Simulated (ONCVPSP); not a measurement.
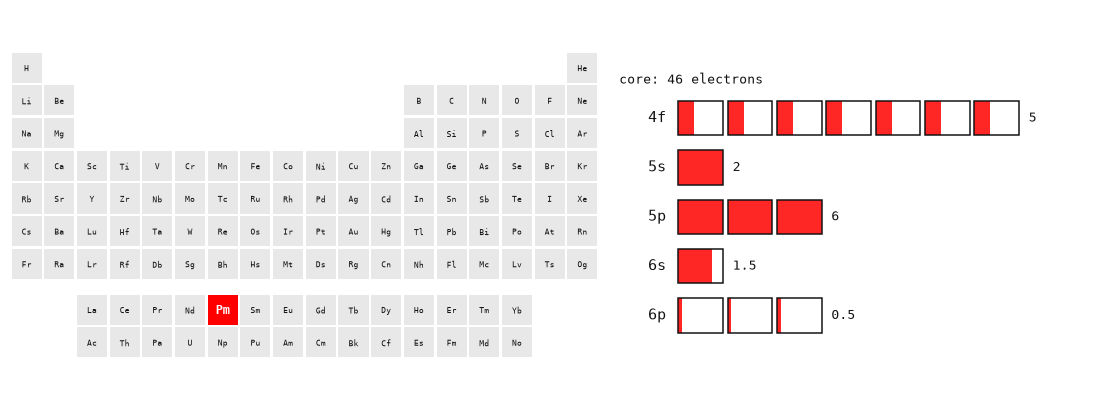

Fig. 1: Left, the place of promethium in the periodic table; right, the valence shells of the reference configuration: a box for each of the 2l + 1 orbitals, shaded by the share of the shell that is filled, with the electron count at the right.

## Pm: pseudopotential generation (part 1 of 2)

- system: promethium (Pm, Z = 61), core [Kr] 4d10, reference valence 4f5 5s2 5p6 6s1.5 6p0.5, valence charge 15.
- method: ONCV potential, LDA (Perdew-Wang 92), fully relativistic, made with ONCVPSP 4.0.1

### Input file
```
# ATOM AND REFERENCE CONFIGURATION
# atsym  z   nc   nv     iexc    psfile
  Pm 61.00    9    5  -001012      upf
#
#   n    l    f
    1    0    2.00
    2    0    2.00
    2    1    6.00
    3    0    2.00
    3    1    6.00
    3    2   10.00
    4    0    2.00
    4    1    6.00
    4    2   10.00
    4    3    5.00
    5    0    2.00
    5    1    6.00
    6    0    1.50
    6    1    0.50
#
# PSEUDOPOTENTIAL AND OPTIMIZATION
# lmax
    3
#
#   l,   rc,      ep,       ncon, nbas, qcut
    0    2.55    0.00    4    8    5.20
    1    3.00    0.00    4    7    4.70
    2    3.10    0.35    4    8    3.60
    3    1.25    0.00    5   10   15.00
#
# LOCAL POTENTIAL
# lloc, lpopt,  rc(5),   dvloc0
    4    5    1.25    4.00
#
# VANDERBILT-KLEINMAN-BYLANDER PROJECTORs
# l, nproj, debl
    0    2    1.30
    1    2    0.40
    2    3    0.75
    3    2    3.20
#
# MODEL CORE CHARGE
# icmod, fcfact, rcfact
    0    0.00    0.00
#
# LOG DERIVATIVE ANALYSIS
# epsh1, epsh2, depsh
   -3.00    5.00    0.02
#
# OUTPUT GRID
# rlmax, drl
    6.00    0.01
#
# TEST CONFIGURATIONS
# ncnf
    4
# nvcnf
#   n    l    f
    5
    4    3    5.00
    5    0    2.00
    5    1    6.00
    6    0    2.00
    6    1    0.00
#
    5
    4    3    5.00
    5    0    2.00
    5    1    6.00
    6    0    1.00
    6    1    0.00
#
    5
    4    3    5.00
    5    0    2.00
    5    1    6.00
    6    0    0.00
    6    1    0.00
#
    5
    4    3    5.00
    5    0    2.00
    5    1    6.00
    6    0    1.50
    6    1    0.00
#
```

Command:
```bash
oncvpspr.x < Pm.dat > Pm.out
```

### Output (extracts)
```
ONCVPSP  (Optimized Norm-Conservinng Vanderbilt PSeudopotential)
relativistic version 4.0.1

#   n    l    f        energy (Ha)
    1    0    2.00    -1.6514258D+03
    2    0    2.00    -2.6843691D+02
    2    1    6.00    -2.3373815D+02    -2.5430172D+02
    3    0    2.00    -5.8535180D+01
    3    1    6.00    -4.8331127D+01    -5.2464062D+01
    3    2   10.00    -3.6847672D+01    -3.7744275D+01
    4    0    2.00    -1.1639317D+01
    4    1    6.00    -8.4225882D+00    -9.3304008D+00
    4    2   10.00    -4.4581907D+00    -4.6194722D+00
    4    3    5.00    -1.0183420D-01    -1.1918055D-01
    5    0    2.00    -1.5649246D+00
    5    1    6.00    -8.2337994D-01    -9.4543284D-01
    6    0    1.50    -1.4892949D-01
    6    1    0.50    -5.5692532D-02    -6.3063330D-02

Reference configufation results
  iterations    34
  all-electron total energy (Ha)   -1.00200215D+04

Begin loop to  construct optimized pseudo wave functions
and semi-local pseudopoentials for all angular momenta

Calculating optimized projector #   1

 for l=   0

    Fraction of norm inside rc  0.975255
    Optimizing pswf for qcut=   5.20 a_B^-1,  ecut=  13.53 Ha
    Residual kinetic energy error=  2.52D-07 Ha

    Energy error per electron        Cutoff
         Ha          eV             Ha
         0.01000     0.27211        4.72
         0.00100     0.02721        8.01
         0.00010     0.00272       10.05
         0.00001     0.00027       11.40

Calculating optimized projector #   2

 for l=   0

    Fraction of norm inside rc  0.093566
    Optimizing pswf for qcut=   5.20 a_B^-1,  ecut=  13.53 Ha
    Residual kinetic energy error=  7.20D-07 Ha

    Energy error per electron        Cutoff
         Ha          eV             Ha
         0.01000     0.27211        2.33
         0.00100     0.02721        7.42
         0.00010     0.00272        9.97
         0.00001     0.00027       11.67

Calculating optimized projector #   1

 for l=   1

    Fraction of norm inside rc  0.963257
    Optimizing pswf for qcut=   4.70 a_B^-1,  ecut=  11.06 Ha
    Residual kinetic energy error=  3.84D-08 Ha

    Energy error per electron        Cutoff
         Ha          eV             Ha
         0.01000     0.27211        4.57
         0.00100     0.02721        6.22
         0.00010     0.00272        7.60
         0.00001     0.00027        8.71

Calculating optimized projector #   2

 for l=   1

    Fraction of norm inside rc  0.048456
    Optimizing pswf for qcut=   4.70 a_B^-1,  ecut=  11.06 Ha
    Residual kinetic energy error=  5.93D-08 Ha

    Energy error per electron        Cutoff
         Ha          eV             Ha
         0.01000     0.27211        2.80
         0.00100     0.02721        4.50
         0.00010     0.00272        5.95
         0.00001     0.00027        7.02

Calculating optimized projector #   1

 for l=   1

    Fraction of norm inside rc  0.976000
    Optimizing pswf for qcut=   4.70 a_B^-1,  ecut=  11.06 Ha
    Residual kinetic energy error=  1.36D-07 Ha

    Energy error per electron        Cutoff
         Ha          eV             Ha
         0.01000     0.27211        5.05
         0.00100     0.02721        6.73
         0.00010     0.00272        8.17
         0.00001     0.00027        9.22

Calculating optimized projector #   2

 for l=   1

    Fraction of norm inside rc  0.062294
    Optimizing pswf for qcut=   4.70 a_B^-1,  ecut=  11.06 Ha
    Residual kinetic energy error=  3.10D-08 Ha

    Energy error per electron        Cutoff
         Ha          eV             Ha
         0.01000     0.27211        3.26
         0.00100     0.02721        5.05
         0.00010     0.00272        6.63
         0.00001     0.00027        8.00

WARNING wellstate: localized bound state found for n= 5 l= 2
WARNING this state with energy -0.08716991
WARNING will be used for the first projector

   Wellstate for l =  2  n =  7 kap= -3
     eigenvalue =   0.6628
     asymptotic potential =   1.1628
     half-point radius =  7.6646

   Wellstate for l =  2  n =  8 kap= -3
     eigenvalue =   1.4128
     asymptotic potential =   1.9128
     half-point radius =  6.9333

Calculating optimized projector #   1

 for l=   2

    Fraction of norm inside rc  0.556483
    Optimizing pswf for qcut=   3.61 a_B^-1,  ecut=   6.50 Ha
    Residual kinetic energy error=  1.38D-04 Ha

    Energy error per electron        Cutoff
         Ha          eV             Ha
         0.01000     0.27211        3.99
         0.00100     0.02721        5.37
         0.00010     0.00272        7.60
         0.00001     0.00027       22.02

Calculating optimized projector #   2

 for l=   2

    Fraction of norm inside rc  0.137771
    Optimizing pswf for qcut=   3.61 a_B^-1,  ecut=   6.50 Ha
    Residual kinetic energy error=  4.45D-04 Ha

    Energy error per electron        Cutoff
         Ha          eV             Ha
         0.01000     0.27211        4.55
         0.00100     0.02721        6.03
         0.00010     0.00272        8.00
         0.00001     0.00027       18.84

Calculating optimized projector #   3

 for l=   2

    Fraction of norm inside rc  0.167255
    Optimizing pswf for qcut=   3.61 a_B^-1,  ecut=   6.50 Ha
    Residual kinetic energy error=  1.96D-03 Ha

    Energy error per electron        Cutoff
         Ha          eV             Ha
         0.01000     0.27211        5.30
         0.00100     0.02721        6.92
         0.00010     0.00272       10.72
         0.00001     0.00027       23.46

   Wellstate for l =  2  n =  5 kap=  2
     eigenvalue =   0.3500

   Wellstate for l =  2  n =  7 kap=  2
     eigenvalue =   0.6560

   Wellstate for l =  2  n =  8 kap=  2
     eigenvalue =   1.4082

Calculating optimized projector #   1

 for l=   2

    Fraction of norm inside rc  0.583129
    Optimizing pswf for qcut=   3.61 a_B^-1,  ecut=   6.50 Ha
    Residual kinetic energy error=  1.71D-04 Ha

    Energy error per electron        Cutoff
         Ha          eV             Ha
         0.01000     0.27211        4.12
         0.00100     0.02721        5.48
         0.00010     0.00272        7.95
         0.00001     0.00027       22.52

Calculating optimized projector #   2

 for l=   2

    Fraction of norm inside rc  0.137560
    Optimizing pswf for qcut=   3.61 a_B^-1,  ecut=   6.50 Ha
    Residual kinetic energy error=  5.26D-04 Ha

    Energy error per electron        Cutoff
         Ha          eV             Ha
         0.01000     0.27211        4.62
         0.00100     0.02721        6.14
         0.00010     0.00272        8.92
         0.00001     0.00027       21.05

Calculating optimized projector #   3

 for l=   2

    Fraction of norm inside rc  0.169765
    Optimizing pswf for qcut=   3.61 a_B^-1,  ecut=   6.50 Ha
    Residual kinetic energy error=  2.29D-03 Ha

    Energy error per electron        Cutoff
         Ha          eV             Ha
         0.01000     0.27211        5.40
         0.00100     0.02721        7.02
         0.00010     0.00272       11.09
         0.00001     0.00027       25.58

   Wellstate for l =  3  n =  6 kap= -4
     eigenvalue =   3.0982
     asymptotic potential =   3.5982
     half-point radius =  2.9514

Calculating optimized projector #   1

 for l=   3

    Fraction of norm inside rc  0.722297
    Optimizing pswf for qcut=  15.00 a_B^-1,  ecut= 112.50 Ha
    Residual kinetic energy error=  5.19D-05 Ha

    Energy error per electron        Cutoff
         Ha          eV             Ha
         0.01000     0.27211       79.31
         0.00100     0.02721       91.45
         0.00010     0.00272      103.21

Calculating optimized projector #   2

 for l=   3

    Fraction of norm inside rc  0.079580
    Optimizing pswf for qcut=  15.00 a_B^-1,  ecut= 112.50 Ha
    Residual kinetic energy error=  1.13D-05 Ha

    Energy error per electron        Cutoff
         Ha          eV             Ha
         0.01000     0.27211       78.47
         0.00100     0.02721       92.66
         0.00010     0.00272      103.32
         0.00001     0.00027      114.66

   Wellstate for l =  3  n =  6 kap=  3
     eigenvalue =   3.0808

Calculating optimized projector #   1

 for l=   3

    Fraction of norm inside rc  0.732786
    Optimizing pswf for qcut=  15.00 a_B^-1,  ecut= 112.50 Ha
    Residual kinetic energy error=  3.37D-05 Ha

    Energy error per electron        Cutoff
         Ha          eV             Ha
         0.01000     0.27211       79.77
         0.00100     0.02721       91.96
         0.00010     0.00272      102.79

Calculating optimized projector #   2

 for l=   3

    Fraction of norm inside rc  0.079841
    Optimizing pswf for qcut=  15.00 a_B^-1,  ecut= 112.50 Ha
    Residual kinetic energy error=  1.21D-05 Ha

    Energy error per electron        Cutoff
         Ha          eV             Ha
         0.01000     0.27211       78.72
         0.00100     0.02721       92.89
         0.00010     0.00272      103.55
         0.00001     0.00027      115.85

Construct Vanderbilt / Kleinmman-Bylander projectors

B matrix Hermiticity error, ll=  0  kap= -1
   1   2    1.0252D-04

  Orthonormal projector coefficients  7.0776E+00  1.0397E+00

B matrix Hermiticity error, ll=  1  kap= -2
   1   2    3.1006D-05

  Orthonormal projector coefficients  4.2439E+00  4.3568E-01

B matrix Hermiticity error, ll=  1  kap=  1
   1   2    3.9544D-05

  Orthonormal projector coefficients  4.2058E+00  4.6648E-01

B matrix Hermiticity error, ll=  2  kap= -3
   1   2   -2.9797D-05
   1   3    5.1347D-05
   2   3    2.7572D-05

  Orthonormal projector coefficients  2.5495E+00 -1.4149E+00 -1.2360E+00

B matrix Hermiticity error, ll=  2  kap=  2
   1   2   -3.0811D-05
   1   3    5.3191D-05
   2   3    2.7753D-05

  Orthonormal projector coefficients  2.6209E+00 -1.4177E+00 -1.0494E+00

B matrix Hermiticity error, ll=  3  kap= -4
   1   2   -5.3067D-04

  Orthonormal projector coefficients -2.4471E+01 -7.0439E+00

B matrix Hermiticity error, ll=  3  kap=  3
   1   2   -5.3856D-04

  Orthonormal projector coefficients -2.4596E+01 -7.0525E+00

 Orthonormal scalar projector coefficients, l =  1
  4.2254E+00  4.4714E-01  4.5377E-03  8.6072E-05

 Orthonormal spin-orbit projector coefficients, l =  1
 -2.3468E-01  2.0157E-01  3.9536E-02 -1.5782E-03

 Orthonormal scalar projector coefficients, l =  2
  2.5750E+00 -1.3951E+00 -1.1781E+00 -1.0632E-03 -8.3017E-05  2.0007E-05

 Orthonormal spin-orbit projector coefficients, l =  2
 -1.6702E-01  3.8256E-02  2.2009E-02  8.1308E-03 -2.7011E-03 -7.1694E-04

 Orthonormal scalar projector coefficients, l =  3
 -2.4525E+01 -7.0476E+00 -7.0039E-06 -2.8221E-06

 Orthonormal spin-orbit projector coefficients, l =  3
  3.7522E-02  4.6887E-03 -3.4375E-03 -6.2769E-04

Pseudoatom total energy  -68.693400

Diagnostic tests using Vanderbilt-Kleinman-Bylander pseudopotentials
  relativistic with J = L +/- 1/2 projectors

   l  kap   rcore       rmatch      e in        delta e    norm test   slope test

   0  -1   2.5607630   2.6385133  -1.5649246   0.0000006   1.0001126   1.0001035
   0  -1   2.5607630   2.6385133  -0.1489295   0.0000006   1.0000183   1.0000153

   1  -2   3.0096422   3.1010215  -0.8233799   0.0000001   1.0000792   1.0000779
   1   1   3.0096422   3.1010215  -0.9454328   0.0000003   1.0000894   1.0000846
   1  -2   3.0096422   3.1010215  -0.0556925   0.0000002   1.0000113   1.0000091
   1   1   3.0096422   3.1010215  -0.0630633   0.0000008   1.0000157   1.0000136

   2  -3   3.1010215   3.1951752  -0.0871699  -0.0000005   1.0000264   1.0000315
   2   2   3.1010215   3.1951752  -0.0940213   0.0000004   1.0000298   1.0000213
   2  -3   3.1010215   3.1951752   0.6628301   0.0000020   1.0001207   1.0001207
   2   2   3.1010215   3.1951752   0.6581938   0.0000027   1.0001187   1.0001187
   2  -3   3.1010215   3.1951752   1.4128301   0.0000112   1.0001187   1.0001187
   2   2   3.1010215   3.1951752   1.4074407   0.0000116   1.0001224   1.0001224

   3  -4   1.2566365   1.2947908  -0.1018342  -0.0000045   1.0002059   1.0002374
   3   3   1.2566365   1.2947908  -0.1191806   0.0000414   1.0002404   1.0001146
   3  -4   1.2566365   1.2947908   3.0981658   0.0001367   1.0003667   1.0003667
   3   3   1.2566365   1.2947908   3.0942176   0.0001640   1.0003602   1.0003602

Diagnostic tests using Vanderbilt-Kleinman-Bylander pseudopotentials
  relativistic with scalar and spin-orbit non-local projectors

   l  kap   rcore       rmatch      e in        delta e    norm test   slope test

   0  -1   2.5607630   2.6385133  -1.5649246   0.0000006   1.0001126   1.0001035
   0  -1   2.5607630   2.6385133  -0.1489295   0.0000006   1.0000183   1.0000153

   1  -2   3.0096422   3.1010215  -0.8233799  -0.0000007   1.0000768   1.0000748
   1   1   3.0096422   3.1010215  -0.9454328  -0.0000003   1.0000870   1.0000817
   1  -2   3.0096422   3.1010215  -0.0556925   0.0000001   1.0000084   1.0000101
   1   1   3.0096422   3.1010215  -0.0630633   0.0000006   1.0000115   1.0000162

   2  -3   3.1010215   3.1951752  -0.0871699   0.0002570   0.9999980   1.0037678
   2   2   3.1010215   3.1951752  -0.0940213   0.0002758   0.9999281   1.0033860
   2  -3   3.1010215   3.1951752   0.6628301   0.0006203   1.0004453   1.0004453
   2   2   3.1010215   3.1951752   0.6581938   0.0005983   1.0004657   1.0004657
   2  -3   3.1010215   3.1951752   1.4128301   0.0001911   1.0003027   1.0003027
   2   2   3.1010215   3.1951752   1.4074407   0.0001741   1.0002967   1.0002967

   3  -4   1.2566365   1.2947908  -0.1018342  -0.0000041   1.0002060   1.0002381
   3   3   1.2566365   1.2947908  -0.1191806   0.0000419   1.0002405   1.0001153
   3  -4   1.2566365   1.2947908   3.0981658   0.0001367   1.0003666   1.0003666
   3   3   1.2566365   1.2947908   3.0942176   0.0001641   1.0003601   1.0003601

Ghost test for J = L + 1/2

 Testing for bound ghosts
   n   l    E NL Schr. Eq   E Basis Diag.   E Cutoff

   1   0       -1.564924       -1.564886     40.44
   2   0       -0.148929       -0.135460     40.44

   2   1       -0.823380       -0.823276     24.85
   3   1       -0.055692       -0.034751     24.85

   3   2       -0.087170       -0.085641     46.05

   4   3       -0.101839       -0.094227    386.72

 Testing for highly-localized positive-energy ghosts
       l    <radius>/rc     E Basis Diag.   E Cutoff

       0        0.273267        1.224232     40.44  WARNING - GHOST(+)

Ghost test for J = L - 1/2

 Testing for bound ghosts
   n   l    E NL Schr. Eq   E Basis Diag.   E Cutoff

   1   0       -1.564924       -1.564886     40.44
   2   0       -0.148929       -0.135460     40.44

   2   1       -0.945433       -0.945309     24.85
   3   1       -0.063062       -0.046042     24.85

   3   2       -0.094021       -0.092761     46.05

   4   3       -0.119139       -0.112268    386.72

 Testing for highly-localized positive-energy ghosts
       l    <radius>/rc     E Basis Diag.   E Cutoff

       0        0.273267        1.224232     40.44  WARNING - GHOST(+)

Test configuration 0

   n   l kap    f        eae           eps        diff
   1   0  -1  2.0000-1651.42582949
   2   0  -1  2.0000 -268.43691366
   2   1  -2  4.0000 -233.73814547
   2   1   1  2.0000 -254.30172198
   3   0  -1  2.0000  -58.53518028
   3   1  -2  4.0000  -48.33112676
   3   1   1  2.0000  -52.46406200
   3   2  -3  6.0000  -36.84767154
   3   2   2  4.0000  -37.74427481
   4   0  -1  2.0000  -11.63931736
   4   1  -2  4.0000   -8.42258820
   4   1   1  2.0000   -9.33040078
   4   2  -3  6.0000   -4.45819072
   4   2   2  4.0000   -4.61947225
   4   3  -4  2.8571   -0.10183420   -0.10183872   -4.52E-06
   4   3   3  2.1429   -0.11918055   -0.11913911    4.14E-05
   5   0  -1  2.0000   -1.56492464   -1.56492407    5.64E-07
   5   1  -2  4.0000   -0.82337994   -0.82337980    1.36E-07
   5   1   1  2.0000   -0.94543284   -0.94543252    3.21E-07
   6   0  -1  1.5000   -0.14892949   -0.14892885    6.35E-07
   6   1  -2  0.3333   -0.05569253   -0.05569228    2.50E-07
   6   1   1  0.1667   -0.06306333   -0.06306248    8.48E-07

    Total energies and differences
      AE_ref= -1.00200215E+04  AE_tst= -1.00200215E+04  dif=  0.00E+00
      PS_ref= -6.86934001E+01  PS_tst= -6.86934001E+01  dif=  2.61E-11
      PSP excitation error= -2.61E-11

Test configuration 1

   n   l kap    f        eae           eps        diff
   1   0  -1  2.0000-1651.40241583
   2   0  -1  2.0000 -268.41376566
   2   1  -2  4.0000 -233.71498346
   2   1   1  2.0000 -254.27854254
   3   0  -1  2.0000  -58.51237114
   3   1  -2  4.0000  -48.30831617
   3   1   1  2.0000  -52.44123807
   3   2  -3  6.0000  -36.82482358
   3   2   2  4.0000  -37.72142121
   4   0  -1  2.0000  -11.61631660
   4   1  -2  4.0000   -8.39951708
   4   1   1  2.0000   -9.30737355
   4   2  -3  6.0000   -4.43503021
   4   2   2  4.0000   -4.59632733
   4   3  -4  2.8571   -0.07858791   -0.07841364    1.74E-04
   4   3   3  2.1429   -0.09591117   -0.09568393    2.27E-04
   5   0  -1  2.0000   -1.54087386   -1.54102810   -1.54E-04
   5   1  -2  4.0000   -0.79965431   -0.79976803   -1.14E-04
   5   1   1  2.0000   -0.92155995   -0.92166920   -1.09E-04
   6   0  -1  2.0000   -0.13516144   -0.13517281   -1.14E-05
   6   1  -2  0.0000   -0.04449873   -0.04449873    0.00E+00
   6   1   1  0.0000   -0.05155844   -0.05155844    0.00E+00

    Total energies and differences
      AE_ref= -1.00200215E+04  AE_tst= -1.00200663E+04  dif= -4.48E-02
      PS_ref= -6.86934001E+01  PS_tst= -6.87381255E+01  dif= -4.47E-02
      PSP excitation error= -1.08E-04

Test configuration 2
```

(Continued in part 2.) Outcome of the run: generated, with a spurious state above the valence levels.
